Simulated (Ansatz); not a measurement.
# WS2 (Tungstenite): a many-body input that goes wrong, and its mend

What is wrong with this input for WS2 (Tungstenite)?

Calculated with Ansatz 0.2.0; G0W0 on PBE, plane waves, PAW.

The database entry behind the starting cell differs from later determinations by our own check (an axis about 1.4 % long against later determinations), so it need not match the best structure at ambient conditions.

### Step 1. Starting point

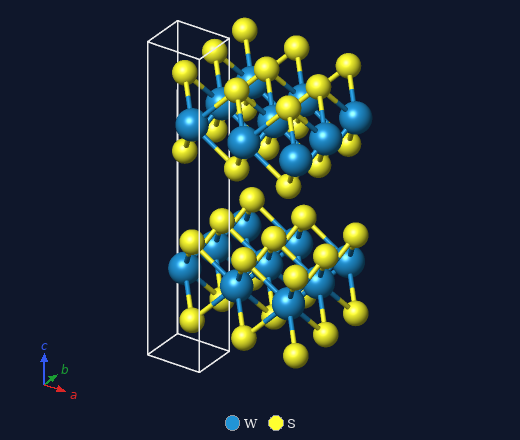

The cell as given, slightly off an axis (tungsten blue, sulfur yellow). 3×3×1 cells are drawn.

The cell and positions come from the Crystallography Open Database and are kept as given unless a step says otherwise. Spin-orbit coupling is left out unless a step names it. The default PAW set here is soft_2. Its files were made with PBE.

### Step 2. First try

File input.yaml:

```yaml
crystal:
  lattice:
    - [3.18, 0.0, 0.0]
    - [-1.59, 2.753960784, 0.0]
    - [0.0, 0.0, 12.5]
  atoms:
    - { symbol: W, position: [0.3333333333, 0.6666666667, 0.25] }
    - { symbol: W, position: [0.6666666667, 0.3333333333, 0.75] }
    - { symbol: S, position: [0.3333333333, 0.6666666667, 0.625] }
    - { symbol: S, position: [0.6666666667, 0.3333333333, 0.125] }
    - { symbol: S, position: [0.3333333333, 0.6666666667, 0.875] }
    - { symbol: S, position: [0.6666666667, 0.3333333333, 0.375] }
kpoints:
  mp_grid: { grid: [6, 6, 2] }
hamiltonian:
  xc: pbe
scf:
  occupations: { method: fixed }
gw:
  n_empty_bands: 4
  ecut_chi: 40
  qp_bands: [v2, c2]
  qp_kpoints: band_edges
  screening: { model: contour_deformation }
```

Launch:

```bash
$ ansatz run input.yaml --threads 3 --pin off --max-ram 64512MiB --backend cuda --events-out ev --progress --plain --runs-dir out --devices 1 --max-vram 24GiB  # rebuilt from the run's record
```

Numbers of over 12 decimals in the logs are rounded to 6 here.

Output:

```text
GPUs: using 1 of 1 available (devices: 1).
Engine: ansatz 0.2.0, x86_64-unknown-linux-gnu
Pseudopotentials: kind: paw
Pseudopotential: W, paw, valence charge 14, recommended cutoff 420 eV (normal), W.paw.azcp
Pseudopotential: S, paw, valence charge 6, recommended cutoff 420 eV (normal), S.paw.azcp
Functional definition: PBE
  parameter kappa = 0.804
  parameter beta = 0.066725
  exchange = pbe_x(kappa = kappa, mu = beta*pi^2/3)
  correlation = pbe_c(beta = beta)
device memory: the entry about to start is reckoned to put 1.1 GiB on a device that reports 73.9 GiB free (of which the cap on the GPU budget leaves the run 24.0 GiB)
GPU FFT provider: cuFFT
GPU libraries: cuBLAS 13.8.2, cuFFT 12.4.0, cuSOLVER 12.3.4
Crystal: 6 atoms, lattice volume = 109.470 Å³
Basis set: ecut = 420 eV, 2129 PW (Γ)
Bands: 32, of which v1, the nominal top of the filled ones, is band 26 counted from 1 (25 counted from 0)
Symmetry: 24 space group operations
Space group: P63/mmc (ITA 194), of the structure as read, at distance tolerance 4.8e-5 Å
k-points: 14 of 72
Non-local potential: W, projectors of the file, l = 0: 3, l = 1: 2, l = 2: 2, l = 3: 1
Non-local potential: S, projectors of the file, l = 0: 2, l = 1: 2, l = 2: 2
PAW form: soft (Blöchl's): semilocal exchange-correlation on the pseudo side does not see the compensation charge
PAW one-centre angular grid: W, 590 points (default); XC on 64 Gauss nodes
PAW one-centre angular grid: S, 110 points (default); XC on 64 Gauss nodes
Initial density: superposition of atomic densities (neutral atoms: chi_scale 0, normalization atom), corrected by the library's trained network
Initial wavefunctions: pseudopotential atomic-orbital guess
GPU buffer pool allocated for 51840 grid points (all kernels)
GPU transforms: local potential and band sums: pruned to the plane-wave sphere, on 24×24×90
Functional: x = pbe(κ = 0.804, μ = 0.219515), c = pbe(β = 0.066725)
SCF iter   1: F=—  HF=-24382.787099 eV  |F-HF|=—  |Δ(HF+E_count)|=         —  Δρ=5.12e-3  dr2=1.66e-2  ethr=1.77e-3  ⟨swp⟩=5.0  Hψ=1822  notcnv=0  defer=33
preconditioner: auto → Resta (q_TF=auto, 2.410 Å⁻¹)  ε∞=7.5  [insulator: Δε(μ)=1.041 eV  Ē_g=8.375 eV  n_scr=26 (ndim 8)  ℏωp=21.3 eV  f_vac=0.025  ε∞_Penn≈7.5]
SCF iter   2: F=—  HF=-24382.791492 eV  |F-HF|=—  |Δ(HF+E_count)|=   4.39e-3  Δρ=2.73e-3  dr2=2.14e-3  ethr=3.19e-5  ⟨swp⟩=2.1  Hψ=754  notcnv=0  defer=54
SCF iter   3: F=—  HF=-24382.795206 eV  |F-HF|=—  |Δ(HF+E_count)|=   3.71e-3  Δρ=1.19e-3  dr2=4.51e-4  ethr=4.11e-6  ⟨swp⟩=2.1  Hψ=674  notcnv=0  defer=54
SCF iter   4: F=—  HF=-24382.796136 eV  |F-HF|=—  |Δ(HF+E_count)|=   9.30e-4  Δρ=6.56e-5  dr2=5.11e-6  ethr=8.68e-7  ⟨swp⟩=2.0  Hψ=711  notcnv=0  defer=54
SCF iter   5: F=—  HF=-24382.796141 eV  |F-HF|=—  |Δ(HF+E_count)|=   4.87e-6  Δρ=1.33e-5  dr2=1.99e-7  ethr=9.83e-9  ⟨swp⟩=2.0  Hψ=748  notcnv=0  defer=8
SCF iter   6: F=-24382.796141 eV  HF=-24382.796141 eV  |F-HF|=1.17e-8  |Δ(HF+E_count)|=   6.12e-8  Δρ=4.36e-6  dr2=2.76e-8  ethr=1.92e-10  ⟨swp⟩=5.3  Hψ=1391  notcnv=0
SCF 1 converged in 6 iterations: F = -24382.796141 eV  dr2 = 2.76e-8
[...]
device memory: the entry about to start is reckoned to put 1.2 GiB (of the 1.3 GiB reckoned in all, the device holds 0.1 GiB already) on a device that reports 73.8 GiB free (of which the cap on the GPU budget leaves the run 23.9 GiB)
NSCF: frozen V_eff on 14 k-points, pencils in batches of 32, up to order 128
[...]
device memory: the entry about to start is reckoned to put 1.6 GiB on a device that reports 71.9 GiB free (of which the cap on the GPU budget leaves the run 24.0 GiB)
NSCF: frozen V_eff on 14 k-points
G₀W₀ screening: q 1/14
[... further progress lines ...]
SCF converged after 6 iterations
Free energy (F): -24382.796141 eV
Harris-Foulkes:  -24382.796141 eV  (|F-HF|=1.17e-8)
Internal energy: -24382.796141 eV  (E = F + TS)
E sigma→0 (E₀):  -24382.796141 eV
[...]
k-point 0: bands = [... 22 lower, 8.9990, 9.6943, 10.1732, 11.2650, 13.5108, 13.5108, 13.5186, 13.5186, ... 2 higher]
  k-point 1: bands = [... 22 lower, 8.9778, 8.9778, 10.9613, 10.9613, 13.5077, 13.5077, 13.5077, 13.5077, ... 2 higher]
  k-point 2: bands = [... 22 lower, 8.9492, 9.7774, 10.0915, 10.4572, 12.8394, 13.2618, 13.3693, 13.4536, ... 2 higher]
  k-point 13: bands = [... 22 lower, 8.2312, 8.2312, 10.6075, 10.6075, 12.4366, 12.4366, 13.9183, 13.9183, ... 2 higher]
--- G₀W₀: contour deformation, 6 samples at zero and on the imaginary axis and 1 off it, 72 q-points, 4 empty bands' worth ---
  eigenvalues of the whole cell's RPA ε∞ on this k-mesh (on a slab, of 1 + 4πα/V) = 3.4107, 10.4001, 10.4001; static W/v taken at q = 0 is 0.092429
  gw.qp_kpoints: band_edges: 14 of 14 stored k-points solved, in 2 passes; an edge of the gap read off the rows below is read off those points alone
  `?` marks the rows in doubt; gw_qp.tsv's column doubts and the gw_qp event give each row's grounds
    ik  band        ε_KS         Σx   Σc(E_QP)       V_xc       Z   E_QP_lin       E_QP  E_QP is
     0    25     10.1732   -18.1777     2.1248   -16.9538  0.7199    11.0544    11.0741  root
     0    26     11.2650   -19.4389     1.8623   -18.7641  0.7440    12.4312    12.4526  root
     0    27     13.5108   -13.7160    -1.5073   -18.3592  0.8239    16.7439    16.6467  root ?
     0    28     13.5108   -13.7160    -1.5073   -18.3592  0.8239    16.7439    16.6467  root ?
     1    25     10.9613   -19.1266     2.0149   -18.1682  0.7419    11.9979    12.0178  root
     1    26     10.9613   -19.1266     2.0149   -18.1682  0.7419    11.9979    12.0178  root
     1    27     13.5077   -13.6700    -1.6310   -18.2965  0.8201    16.6696    16.5031  root ?
     1    28     13.5077   -13.6700    -1.6310   -18.2965  0.8201    16.6696    16.5031  root ?
     2    25     10.0915   -18.8161     2.2238   -17.5025  0.7187    10.9817    11.0017  root
     2    26     10.4572   -19.1470     2.1123   -18.0356  0.7320    11.4375    11.4581  root
     2    27     12.8394   -13.1925    -2.2700   -17.3746  0.7630    14.8561    14.7516  root ?
     2    28     13.2618   -14.0692    -2.3266   -18.3794  0.7541    15.3914    15.2454  root ?
     3    25     10.3907   -19.1675     2.1911   -17.9335  0.7311    11.3281    11.3478  root
     3    26     10.3907   -19.1675     2.1911   -17.9335  0.7311    11.3281    11.3478  root
     3    27     13.1039   -13.5763    -2.1863   -17.9252  0.7728    15.4113    15.2665  root ?
     3    28     13.1039   -13.5763    -2.1863   -17.9252  0.7728    15.4113    15.2665  root ?
     4    25      9.2956   -18.3417     2.5211   -16.6365  0.7065    10.0906    10.1115  root
     4    26      9.5404   -18.7836     2.4870   -17.1482  0.7117    10.3703    10.3920  root
     4    27     12.9502   -13.6507    -2.5753   -18.0840  0.7463    14.9247    14.8083  root ?
     4    28     13.1319   -15.2656    -2.7300   -19.9197  0.7336    15.1965    15.0560  root ?
     5    25      9.4610   -18.6744     2.5316   -16.9614  0.7115    10.2590    10.2796  root
     5    26      9.4610   -18.6744     2.5316   -16.9614  0.7115    10.2590    10.2796  root
     5    27     13.1942   -15.3247    -2.7556   -20.0081  0.7326    15.2698    15.1220  root ?
     5    28     13.1942   -15.3247    -2.7556   -20.0081  0.7326    15.2698    15.1220  root ?
     6    25      9.6000   -17.7450     2.5721   -15.8342  0.7332    10.2487    10.2613  root
     6    26      9.7603   -18.2841     2.4965   -16.5442  0.7304    10.5013    10.5169  root
     6    27     13.4667   -16.6334    -3.1937   -21.7483  0.7127    15.5637    15.3880  root ?
     6    28     13.5047   -16.6441    -3.1780   -21.7826  0.7132    15.6528    15.4651  root ?
[...]
11    26     10.0090   -18.9303     2.2340   -17.5996  0.7269    10.8933    10.9124  root
[...]
11    28     13.1543   -14.9147    -2.5605   -19.3378  0.7376    15.1497    15.0170  root ?
    12    25     10.5317   -18.7023     1.8312   -17.9114  0.7325    11.5523    11.5721  root
    12    26     10.6990   -19.1380     1.7742   -18.4434  0.7345    11.7590    11.7787  root
    12    27     12.4363   -15.7041    -2.3248   -19.8261  0.7336    14.3315    14.2335  root ?
    12    28     12.4363   -15.7041    -2.3248   -19.8261  0.7336    14.3315    14.2335  root ?
    13    25     10.6075   -18.8759     1.8007   -18.1348  0.7336    11.6474    11.6672  root
    13    26     10.6075   -18.8759     1.8007   -18.1348  0.7336    11.6474    11.6672  root
    13    27     12.4366   -15.7105    -2.3273   -19.8326  0.7335    14.3300    14.2313  root ?
    13    28     12.4366   -15.7105    -2.3273   -19.8326  0.7335    14.3300    14.2313  root ?
[key lines of the parts left out:]
Fermi energy:    11.265030 eV
```

The job ended after 12 s (1 × NVIDIA H100 80GB HBM3 (shared by 3 runs) with 3 threads of AMD EPYC 7R13 (Zen 3), shared host; peak memory 1 GiB; 17 s of CPU time).

**Diagnosis.**

The run ended normally, though the input holds a fault or crude settings.

The fault: four empty bands in G0W0. The sums over empty states are cut off almost at the gap, so screening and correlation are far from complete.

It printed a gap of 1.67 eV, which is an artefact of the settings.

### Step 3. A better input

G0W0 replaces the xc potential by the self-energy, built once from these orbitals. Only a window of levels is corrected, while the sums run over the empty bands that the input names.

input.yaml: that of step 2 with these lines changed.

```diff
@@ -19,4 +19,4 @@
 gw:
-  n_empty_bands: 4
-  ecut_chi: 40
+  n_empty_bands: 402
+  ecut_chi: 138
   qp_bands: [v2, c2]
```

Output:

```text
GPUs: using 1 of 1 available (devices: 1).
[...]
GPU FFT provider: cuFFT
GPU libraries: cuBLAS 13.8.2, cuFFT 12.4.0, cuSOLVER 12.3.4
Crystal: 6 atoms, lattice volume = 109.470 Å³
Basis set: ecut = 420 eV, 2129 PW (Γ)
Bands: 32, of which v1, the nominal top of the filled ones, is band 26 counted from 1 (25 counted from 0)
[... 1 set-up line as in the run before ...]
[...]
k-points: 14 of 72
[...]
GPU buffer pool allocated for 51840 grid points (all kernels)
[...]
SCF iter   1: F=—  HF=-24382.787099 eV  |F-HF|=—  |Δ(HF+E_count)|=         —  Δρ=5.12e-3  dr2=1.66e-2  ethr=1.77e-3  ⟨swp⟩=5.0  Hψ=1822  notcnv=0  defer=33
[...]
SCF iter   6: F=-24382.796141 eV  HF=-24382.796141 eV  |F-HF|=1.17e-8  |Δ(HF+E_count)|=   6.12e-8  Δρ=4.36e-6  dr2=2.76e-8  ethr=1.92e-10  ⟨swp⟩=5.3  Hψ=1391  notcnv=0
SCF 1 converged in 6 iterations: F = -24382.796141 eV  dr2 = 2.76e-8
[...]
0    25     10.1732   -18.1777     0.9223   -16.9538  0.7489     9.8701     9.8716  root
     0    26     11.2650   -19.4389     0.4470   -18.7641  0.7529    11.0367    11.0372  root
     0    27     13.5108   -13.7160    -4.3234   -18.3592  0.7550    13.8324    13.8306  root
     0    28     13.5108   -13.7160    -4.3234   -18.3592  0.7550    13.8324    13.8306  root
     1    25     10.9613   -19.1266     0.6913   -18.1682  0.7533    10.6934    10.6942  root
     1    26     10.9613   -19.1266     0.6913   -18.1682  0.7533    10.6934    10.6942  root
     1    27     13.5077   -13.6700    -4.3118   -18.2965  0.7547    13.8240    13.8223  root
     1    28     13.5077   -13.6700    -4.3118   -18.2965  0.7547    13.8240    13.8223  root
[...]
13    25     10.6075   -18.8759     0.4915   -18.1348  0.7562    10.3573    10.3580  root
    13    26     10.6075   -18.8759     0.4915   -18.1348  0.7562    10.3573    10.3580  root
    13    27     12.4366   -15.7105    -3.8789   -19.8326  0.7542    12.6807    12.6798  root
    13    28     12.4366   -15.7105    -3.8789   -19.8326  0.7542    12.6807    12.6798  root
[key lines of the parts left out:]
SCF converged after 6 iterations
Free energy (F): -24382.796141 eV
Fermi energy:    11.265030 eV
```

It took 15 s on 1 × NVIDIA H100 80GB HBM3 (shared by 3 runs) with 3 threads; peak memory 1.7 GiB; 25 s of CPU time.

Numbers from this step:

| Quantity | Value |
| --- | --- |
| bands summed | 428 |
| RPA ε∞ on this mesh (eigenvalues) | 5.409, 14.00, 14.00 |
| plane waves in the screening matrix | 365 |
| q-points in the mesh | 72 |
| G0W0 gap on the mesh | 1.437 eV |
| k of the valence top | 0, 0, 0 |
| k of the conduction bottom | 0.1667, 0.1667, 0 |
| starting gap on the mesh | 1.047 eV |
| Z at the valence top | 0.7529 |
| Z at the conduction bottom | 0.7641 |
| least direct G0W0 gap on the computed points | 2.218 eV |

The gap on the mesh goes from 1.05 eV to 1.44 eV, a correction of +0.39 eV. Between the two edge states, bare exchange in place of the xc potential would open the gap by 4.64 eV, and correlation takes back 4.25 eV.

### Step 4. What came out

| Item | Value |
| --- | --- |
| first try | converged after 12 s |
| better run | G0W0 gap on the mesh 1.44 eV (6×6×2 mesh, 402 empty bands, screening to 138 eV) |

The second run differs in: empty bands and screening cutoff (eV). Bands and cutoff are finite, so the gap is not at the basis limit. The miss can reach some tenths of an eV and take either sign; the mesh is an error of its own. The many-body steps are scalar-relativistic: spin-orbit coupling is not in them.

[Paths, hosts, dates, memory and timing lines, banners, echoed tables and standing remarks are left out of the program output.]

[Logs are printed without paths, hosts, clocks, repeated set-up lines and the standing remarks that a program may print on its own settings, such as how far it seeks lower states.]

[Runs of the session that timed out or met a known fault of the program may be left out.]

[Cells called generated may have been cut or substituted from an entry of the Crystallography Open Database or the Materials Project.]

[Hosts, paths, dates, database ids (printed as entryN), source tags and the programs' standing remarks are cut or masked in the printed files.]
